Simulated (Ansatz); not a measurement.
# H2Cl (doublet): correlated methods under varied settings at distance H1–H2 along a hydrogen transfer = 0.828 Å

What do other methods and options give for H2Cl (doublet) at this geometry, and how long do they take?

Method: the settings change from run to run; program: Ansatz 0.2.0, Gaussian basis.

5 further runs of the same task are left out: 3 that didn't finish, 2 set aside as unsound or not needed.

## (1) What is computed

The geometry derives from fragments relaxed apart (PBE0/def2-TZVP) and kept rigid, so it is no stationary point. A hydrogen atom is moved between rigid fragments.

3 atoms, charge 0, spin multiplicity 2.

Atoms are counted from 1 here; the program's logs count them from 0.

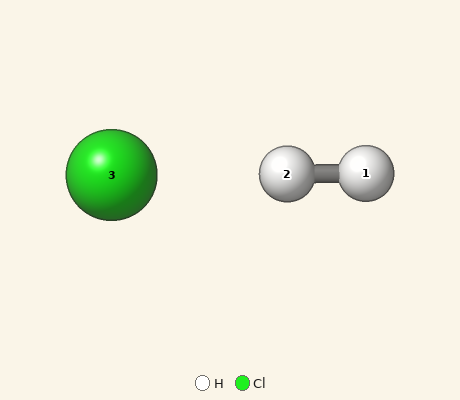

The structure; hydrogen white, chlorine green; atoms are numbered from 1 in the order of the file.

## (2) MP2 on UHF/6-31G

Contents of in.yaml:

```yaml
crystal:
  periodic: [false, false, false]
  atoms:
    - {symbol: H, position_ang: [0.000000, 0.000000, -1.168667]}
    - {symbol: H, position_ang: [0.000000, 0.000000, -0.340667]}
    - {symbol: Cl, position_ang: [0.000000, 0.000000, 1.509333]}
basis:
  gaussian: {orbitals: 6-31G}
magnetization: {spin_polarized: true, initial_magnetization: 1}
correlation: {method: mp2, electrons: valence}
```

Launch:

```bash
$ ansatz run in.yaml --threads 1 --pin off --events-out ev --progress --plain --max-ram 2393MiB
```

Output:

```text
Functional definition: HF
  name "HF"
  cite "Fock, Z. Phys. 61, 126 (1930) doi:10.1007/BF01340294"
  parent pbe
  exchange = exact_x
  correlation = 0
204 factors; integrals over basis functions are off by at most 1.0e-3 eV
mean field evaluation 1: about -12531.2430 eV, gradient 7.3e0 eV
mean field evaluation 2: about -12531.2437 eV, gradient 7.3e0 eV
mean field evaluation 4: about -12532.1133 eV, gradient 1.3e0 eV
mean field evaluation 8: about -12532.1612 eV, gradient 2.8e-4 eV
mean field evaluation 16: about -12531.6843 eV, gradient 3.6e-3 eV
mean field evaluation 32: about -12531.8640 eV, gradient 1.9e0 eV
mean field -12532.16093781 eV, -460.5484198607 hartree, gradient 1.2e-6 eV, S^2 0.764869; 7 other end points of the search recorded, 0 dependent functions left out
5 core orbitals not correlated: weight in the atoms' cores, before any rotation towards them, 1.000 or more for the frozen orbitals, at most 0.000 for the correlated occupied ones
reference -12532.16093781 eV, -460.5484198607 hartree; 5, 4 occupied and 7, 8 virtual orbitals, 204 factors
second order -1.24879887 eV of doubles, -0.00000000 eV of singles
Total energy: -12533.40973668 eV, -460.5943123726 hartree
```

Wall time 0.15 s (1 thread of Arm Neoverse V1, shared host).

From the report: ⟨S²⟩ of the determinant 0.765 (pure doublet: 0.75).

## (3) CASCI(1,3)/6-31G

Contents of in.yaml:

```yaml
crystal:
  periodic: [false, false, false]
  atoms:
    - {symbol: H, position_ang: [0.000000, 0.000000, -1.168667]}
    - {symbol: H, position_ang: [0.000000, 0.000000, -0.340667]}
    - {symbol: Cl, position_ang: [0.000000, 0.000000, 1.509333]}
basis:
  gaussian: {orbitals: 6-31G, point_charges: [{charge: 0.50, position_ang: [3.107, -0.676, -0.968]}]}
magnetization: {spin_polarized: false, initial_magnetization: 1}
correlation: {active_space: {window: {electrons: 1, orbitals: 3}, fixed_orbitals: true}}
scf: {lower_state_search: off}
```

Launched as before.

Output:

```text
Functional definition: HF
  name "HF"
  cite "Fock, Z. Phys. 61, 126 (1930) doi:10.1007/BF01340294"
  parent pbe
  exchange = exact_x
  correlation = 0
these checks for a lower state are left out or cut short: stability, starts, cluster_reference, orbital_swaps, neighbouring_geometries, increment
204 factors; integrals over basis functions are off by at most 1.0e-3 eV
mean field evaluation 1: about -12531.1040 eV, gradient 7.8e0 eV
mean field evaluation 2: about -12531.1045 eV, gradient 7.8e0 eV
mean field evaluation 4: about -12532.0219 eV, gradient 1.6e0 eV
mean field evaluation 8: about -12532.0832 eV, gradient 1.3e-2 eV
mean field -12532.08316592 eV, -460.5455617964 hartree, gradient 2.4e-6 eV, S^2 0.750000; 0 other end points of the search recorded, 0 dependent functions left out
reference -12532.08316592 eV, -460.5455617964 hartree; 10, 9 occupied and 7, 8 virtual orbitals, 204 factors
state -12532.08316592 eV, -460.5455617964 hartree
Total energy: -12532.08316592 eV, -460.5455617964 hartree
Checks for a lower state left out: stability, starts, cluster_reference, orbital_swaps, neighbouring_geometries, increment
```

It took 0.09 s on 1 thread of Arm Neoverse V1, shared host.

From the report: 3 determinants; active occupations 1.00, 0.00, 0.00. With so small a space the active step adds no correlation: the energy is the mean field's.

## (4) CASCI(9,7)/6-31G

Contents of in.yaml:

```yaml
crystal:
  periodic: [false, false, false]
  atoms:
    - {symbol: H, position_ang: [0.000000, 0.000000, -1.168667]}
    - {symbol: H, position_ang: [0.000000, 0.000000, -0.340667]}
    - {symbol: Cl, position_ang: [0.000000, 0.000000, 1.509333]}
basis:
  gaussian: {orbitals: 6-31G, fitting: {mean_field: def2-universal-jkfit}}
magnetization: {spin_polarized: false, initial_magnetization: 1}
hamiltonian: {pseudopotentials: {relativity: scalar}}
correlation: {active_space: {window: {electrons: 9, orbitals: 7}, fixed_orbitals: true}}
output: {forces: true}
```

Same command.

Output, cut to the lines that bear on the results:

```text
Functional definition: HF
  name "HF"
  cite "Fock, Z. Phys. 61, 126 (1930) doi:10.1007/BF01340294"
  parent pbe
[...]
164 factors; integrals over basis functions are off by at most 5.5e-2 eV
[...]
mean field -12566.07911120 eV, -461.7948897424 hartree, gradient 1.1e-6 eV, S^2 0.750000; 7 other end points of the search recorded, 0 dependent functions left out
reference -12566.07911120 eV, -461.7948897424 hartree; 10, 9 occupied and 7, 8 virtual orbitals, 164 factors
state -12566.43115177 eV, -461.8078269944 hartree
[...]
Total energy: -12566.43115177 eV, -461.8078269944 hartree
Relativity: scalar
Atom 0 at     0.000000     0.000000    -1.168667 Å, force    -0.000000    -0.000000     1.425133 eV/Å
Atom 1 at     0.000000     0.000000    -0.340667 Å, force    -0.000000    -0.000000    -2.630168 eV/Å
Atom 2 at     0.000000     0.000000     1.509333 Å, force     0.000000     0.000000     1.205035 eV/Å
Dipole moment:     0.000000    -0.000000    -0.120458 e Å
```

It took 0.15 s on 1 thread of Arm Neoverse V1, shared host.

From the report: 205 determinants; active occupations 2.00, 2.00, 2.00, 1.98, 1.00, 0.02, 0.00.

## (5) CCSDT(Q)/B on UHF/6-31G*

Contents of in.yaml:

```yaml
crystal:
  periodic: [false, false, false]
  atoms:
    - {symbol: H, position_ang: [0.000000, 0.000000, -1.168667]}
    - {symbol: H, position_ang: [0.000000, 0.000000, -0.340667]}
    - {symbol: Cl, position_ang: [0.000000, 0.000000, 1.509333]}
basis:
  gaussian: {orbitals: "6-31G*"}
magnetization: {spin_polarized: true, initial_magnetization: 1}
correlation: {method: ccsdt_q_b, electrons: outside_noble_gas}
scf: {omitted_lower_state_checks: [cluster_reference]}
```

Launched as before.

Output, cut to the lines that bear on the results:

```text
Functional definition: HF
  name "HF"
  cite "Fock, Z. Phys. 61, 126 (1930) doi:10.1007/BF01340294"
  parent pbe
[...]
358 factors; integrals over basis functions are off by at most 1.3e-7 eV
[...]
mean field -12532.32137391 eV, -460.5543157788 hartree, gradient 3.3e-6 eV, S^2 0.769575; 7 other end points of the search recorded, 0 dependent functions left out
5 core orbitals not correlated: weight in the atoms' cores, before any rotation towards them, 1.000 or more for the frozen orbitals, at most 0.000 for the correlated occupied ones
reference -12532.32137391 eV, -460.5543157788 hartree; 5, 4 occupied and 13, 14 virtual orbitals, 358 factors
second order -3.45050491 eV of doubles, -0.00000000 eV of singles
cycle   1  -3.93357348 eV  change   -4.8e-1 eV  update   4.9e-2
[...]
cycle  13  -4.17860615 eV  change    7.4e-7 eV  update   3.9e-7
perturbative correction -0.00266832 eV, -0.0000980588 hartree
Total energy: -12536.50264838 eV, -460.7079747812 hartree
Checks for a lower state left out: cluster_reference
```

It took 3.2 s on 1 thread of Arm Neoverse V1, shared host.

From the report: ⟨S²⟩ of the determinant 0.770 (pure doublet: 0.75); correlation -4.1813 eV; T1 0.011; largest double amplitude 0.07.

## (6) NEVPT4(SD)(5,4)/def2-SVP

Contents of in.yaml:

```yaml
crystal:
  periodic: [false, false, false]
  atoms:
    - {symbol: H, position_ang: [0.000000, 0.000000, -1.168667]}
    - {symbol: H, position_ang: [0.000000, 0.000000, -0.340667]}
    - {symbol: Cl, position_ang: [0.000000, 0.000000, 1.509333]}
basis:
  gaussian: {orbitals: def2-SVP}
magnetization: {spin_polarized: false, initial_magnetization: 1}
correlation: {method: fic_nevpt4_sd, electrons: outside_noble_gas, active_space: {window: {electrons: 5, orbitals: 4}}}
accuracy: high
```

Launched as before.

Output:

```text
Functional definition: HF
  name "HF"
  cite "Fock, Z. Phys. 61, 126 (1930) doi:10.1007/BF01340294"
  parent pbe
  exchange = exact_x
  correlation = 0
434 factors; integrals over basis functions are off by at most 3.8e-9 eV
mean field evaluation 1: about -12527.8806 eV, gradient 7.6e0 eV
mean field evaluation 2: about -12527.8815 eV, gradient 7.6e0 eV
mean field evaluation 4: about -12528.6867 eV, gradient 1.6e0 eV
mean field evaluation 8: about -12528.7477 eV, gradient 2.1e-4 eV
mean field evaluation 16: about -12528.3897 eV, gradient 4.1e-2 eV
mean field evaluation 32: about -12528.7477 eV, gradient 6.6e-2 eV
mean field -12528.74767151 eV, -460.4229846378 hartree, gradient 9.6e-9 eV, S^2 0.750000; 7 other end points of the search recorded, 0 dependent functions left out
reference -12528.74767151 eV, -460.4229846378 hartree; 10, 9 occupied and 18, 19 virtual orbitals, 434 factors
state -12529.36696045 eV, -460.4457430866 hartree
state -12529.36696045 eV, -460.4457430866 hartree; corrected -12533.47638216 eV, -460.5967615489 hartree
Total energy: -12533.47638216 eV, -460.5967615489 hartree
```

Run time: 0.84 s. Hardware: 1 thread of Arm Neoverse V1, shared host.

From the report: 24 determinants; active occupations 2.00, 1.97, 1.00, 0.03.

## (7) CASCI(3,3)/6-31++G**

Contents of in.yaml:

```yaml
crystal:
  periodic: [false, false, false]
  atoms:
    - {symbol: H, position_ang: [0.000000, 0.000000, -1.168667]}
    - {symbol: H, position_ang: [0.000000, 0.000000, -0.340667]}
    - {symbol: Cl, position_ang: [0.000000, 0.000000, 1.509333]}
basis:
  gaussian: {orbitals: "6-31++G**", fitting: {mean_field: def2-universal-jkfit}}
magnetization: {spin_polarized: false, initial_magnetization: 1}
correlation: {active_space: {window: {electrons: 3, orbitals: 3}, fixed_orbitals: true}}
output: {forces: true}
```

The command is unchanged.

Output, cut to the lines that bear on the results:

```text
Functional definition: HF
  name "HF"
  cite "Fock, Z. Phys. 61, 126 (1930) doi:10.1007/BF01340294"
  parent pbe
[...]
164 factors; integrals over basis functions are off by at most 3.0e-1 eV
[...]
mean field -12532.30474911 eV, -460.5537048286 hartree, gradient 7.4e-7 eV, S^2 0.750000; 7 other end points of the search recorded, 0 dependent functions left out
reference -12532.30474911 eV, -460.5537048286 hartree; 10, 9 occupied and 25, 26 virtual orbitals, 164 factors
state -12532.30482313 eV, -460.5537075488 hartree
[...]
WARN: the results are in doubt because the space or a class takes a part of the degenerate orbitals at -13.3193 eV
Total energy: -12532.30482313 eV, -460.5537075488 hartree
Atom 0 at     0.000000     0.000000    -1.168667 Å, force    -0.000000     0.000000     2.382609 eV/Å
Atom 1 at     0.000000     0.000000    -0.340667 Å, force     0.000000    -0.000000    -3.555829 eV/Å
Atom 2 at     0.000000     0.000000     1.509333 Å, force    -0.000000     0.000000     1.173220 eV/Å
Dipole moment:    -0.000000    -0.000000    -0.098185 e Å
In doubt: the space or a class takes a part of the degenerate orbitals at -13.3193 eV
```

Wall time 0.24 s (1 thread of Arm Neoverse V1, shared host).

From the report: 4 determinants; active occupations 2.00, 1.00, 0.00. The program marks this result as in doubt; its last lines say why.

## (8) CCSDT(Q) on UHF/6-31G*

Contents of in.yaml:

```yaml
crystal:
  periodic: [false, false, false]
  atoms:
    - {symbol: H, position_ang: [0.000000, 0.000000, -1.168667]}
    - {symbol: H, position_ang: [0.000000, 0.000000, -0.340667]}
    - {symbol: Cl, position_ang: [0.000000, 0.000000, 1.509333]}
basis:
  gaussian: {orbitals: "6-31G*"}
magnetization: {spin_polarized: true, initial_magnetization: 1}
correlation: {method: ccsdt_q, electrons: outside_noble_gas}
output: {forces: true}
```

Same command.

Output, cut to the lines that bear on the results:

```text
Functional definition: HF
  name "HF"
  cite "Fock, Z. Phys. 61, 126 (1930) doi:10.1007/BF01340294"
  parent pbe
[...]
358 factors; integrals over basis functions are off by at most 1.3e-7 eV
[...]
mean field -12532.32137391 eV, -460.5543157788 hartree, gradient 3.3e-6 eV, S^2 0.769575; 7 other end points of the search recorded, 0 dependent functions left out
determinant -12532.32137391 eV, -460.5543157788 hartree, with singles and doubles -12536.43659512 eV, -460.7055473688 hartree
determinant -12531.85714389 eV, -460.5372556400 hartree, with singles and doubles -12535.90993658 eV, -460.6861930244 hartree
determinant -12532.32137391 eV, -460.5543157788 hartree, with singles and doubles -12536.43663724 eV, -460.7055489167 hartree
determinant -12531.85714389 eV, -460.5372556400 hartree, with singles and doubles -12535.90995260 eV, -460.6861936131 hartree
5 core orbitals not correlated: weight in the atoms' cores, before any rotation towards them, 1.000 or more for the frozen orbitals, at most 0.000 for the correlated occupied ones
reference -12532.32137391 eV, -460.5543157788 hartree; 5, 4 occupied and 13, 14 virtual orbitals, 358 factors
second order -3.45050491 eV of doubles, -0.00000000 eV of singles
cycle   1  -3.93357349 eV  change   -4.8e-1 eV  update   4.9e-2
[...]
cycle  14  -4.17860588 eV  change    2.7e-7 eV  update   1.2e-7
perturbative correction -0.00271610 eV, -0.0000998147 hartree
[...]
Total energy: -12536.50269588 eV, -460.7079765270 hartree
Atom 0 at     0.000000     0.000000    -1.168667 Å, force    -0.000000    -0.000000     1.502317 eV/Å
Atom 1 at     0.000000     0.000000    -0.340667 Å, force     0.000000    -0.000000    -2.189201 eV/Å
Atom 2 at     0.000000     0.000000     1.509333 Å, force     0.000000     0.000000     0.686884 eV/Å
Dipole moment:    -0.000000    -0.000000    -0.143816 e Å
```

Run time: 11 s. Hardware: 1 thread of Arm Neoverse V1, shared host.

From the report: ⟨S²⟩ of the determinant 0.770 (pure doublet: 0.75); correlation -4.1813 eV; T1 0.011; largest double amplitude 0.07.

## (9) CCSDTQ/6-31G

Contents of in.yaml:

```yaml
crystal:
  periodic: [false, false, false]
  atoms:
    - {symbol: H, position_ang: [0.000000, 0.000000, -1.168667]}
    - {symbol: H, position_ang: [0.000000, 0.000000, -0.340667]}
    - {symbol: Cl, position_ang: [0.000000, 0.000000, 1.509333]}
basis:
  gaussian: {orbitals: 6-31G, fitting: {mean_field: def2-universal-jkfit}}
magnetization: {spin_polarized: false, initial_magnetization: 1}
hamiltonian: {xc: {name: r2SCAN}}
correlation: {method: ccsdtq, electrons: valence}
```

Launched as before.

Output, cut to the lines that bear on the results:

```text
Functional definition: r2SCAN
  name "r2SCAN"
  cite "Furness, Kaplan, Ning, Perdew & Sun, J. Phys. Chem. Lett. 11, 8208 (2020) doi:10.1021/acs.jpclett.0c02405"
  cite "Furness, Kaplan, Ning, Perdew & Sun, J. Phys. Chem. Lett. 11, 9248 (2020) doi:10.1021/acs.jpclett.0c03077"
  parent r2scan
[...]
164 factors; integrals over basis functions are off by at most 5.5e-2 eV
[...]
mean field -12551.12490462 eV, -461.2453327866 hartree, gradient 3.1e-7 eV, S^2 0.750000; 7 other end points of the search recorded, 0 dependent functions left out
[...]
5 core orbitals not correlated: weight in the atoms' cores, before any rotation towards them, 1.000 or more for the frozen orbitals, at most 0.000 for the correlated occupied ones
reference -12531.81067108 eV, -460.5355477960 hartree; 5, 4 occupied and 7, 8 virtual orbitals, 164 factors
second order -1.39306075 eV of doubles, -0.19031973 eV of singles
cycle   1  -1.83549900 eV  change   -2.5e-1 eV  update   4.0e-2
[...]
cycle  12  -1.97184660 eV  change   -2.0e-8 eV  update   6.7e-7
Total energy: -12533.78251768 eV, -460.6080118218 hartree
```

Wall time 17 s (1 thread of Arm Neoverse V1, shared host); peak memory 0.26 GiB.

From the report: correlation -1.9718 eV; T1 0.029; largest double amplitude 0.07. The orbitals are Kohn-Sham ones, so correlation energy and T1 don't compare with those on Hartree-Fock orbitals.

## (10) The runs in one table

Where basis and cores are those of an earlier FCI/6-31G run (-12533.8133 eV), and the state is the same kind, the miss against it is given. † marks a result that the program doubts.

| level | correlated | functions | energy (eV) | from FCI (meV) | time |
| --- | --- | --- | --- | --- | --- |
| MP2 on UHF/6-31G | valence | 17 | -12533.4097 | 403.6 | 0.15 s |
| CASCI(1,3)/6-31G (beside a point charge) |  | 17 | -12532.0832 |  | 0.09 s |
| CASCI(9,7)/6-31G (relativity set) |  | 17 | -12566.4312 |  | 0.15 s |
| CCSDT(Q)/B on UHF/6-31G* | outside noble gas | 23 | -12536.5026 |  | 3.2 s |
| NEVPT4(SD)(5,4)/def2-SVP | outside noble gas | 28 | -12533.4764 |  | 0.84 s |
| CASCI(3,3)/6-31++G** † |  | 35 | -12532.3048 |  | 0.24 s |
| CCSDT(Q) on UHF/6-31G* | outside noble gas | 23 | -12536.5027 |  | 11 s |
| CCSDTQ/6-31G (on r2SCAN orbitals) | valence | 17 | -12533.7825 | 30.8 | 17 s |

## (11) Results

```
quantity                                             value
    runs                                                 8
quickest  CASCI(1,3)/6-31G (beside a point charge), 0.09 s
 slowest           CCSDTQ/6-31G (on r2SCAN orbitals), 17 s
```

**Reading.** Total energies in different bases, with other cores or another treatment of relativity can't be set against each other. CCSDTQ/6-31G (on r2SCAN orbitals) took 184 times as long as CASCI(1,3)/6-31G (beside a point charge); the jobs differ in more than the method. Among the correlated runs with a miss given, it spans +31 to +404 meV. Cores frozen from Kohn-Sham orbitals shift the total energy.
